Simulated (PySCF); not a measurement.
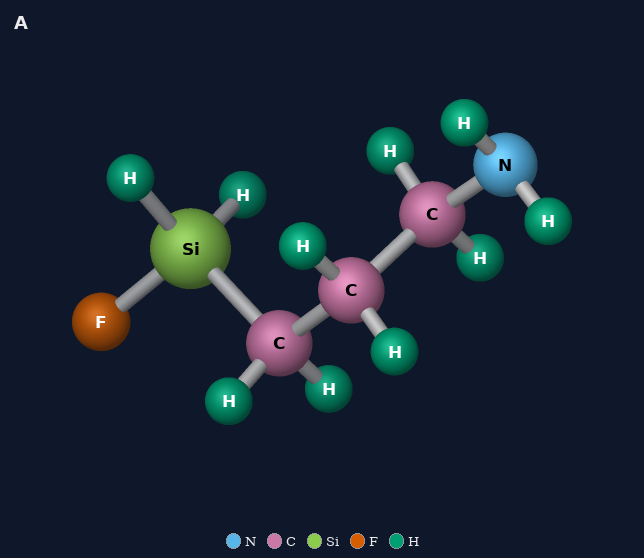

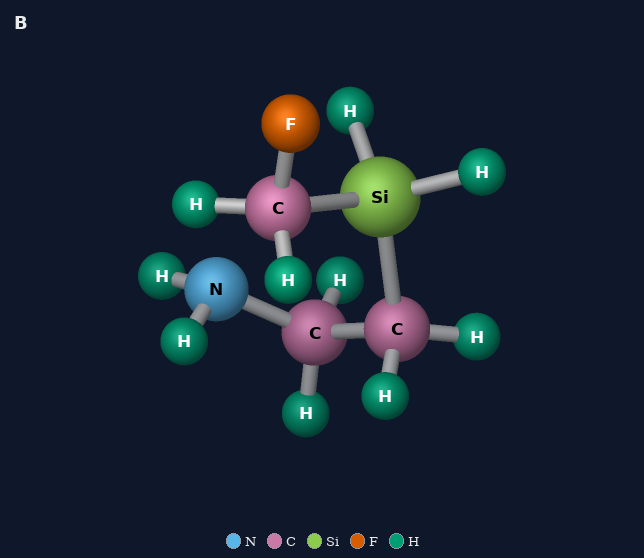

2 stationary structures of one formula. Geometries: GFN2-xTB. Electronic energies: PBE0/pcSseg-1 (PySCF 2.14.0), without zero-point energy. No frequency run is at hand to confirm each as a minimum. Each is one conformer, not always the lowest.

> How are they related?

They are constitutional isomers of C3H10FNSi: A `NCCC[SiH2]F`, B `NCC[SiH2]CF`.

> Which structure is the most stable?

A is lowest; B lies 181.0 kJ/mol above it.

The geometry is semi-empirical. Around Si such bond lengths and angles can be off by a tenth of an ångström or more and by several degrees, and values that hang on the shape move with them.
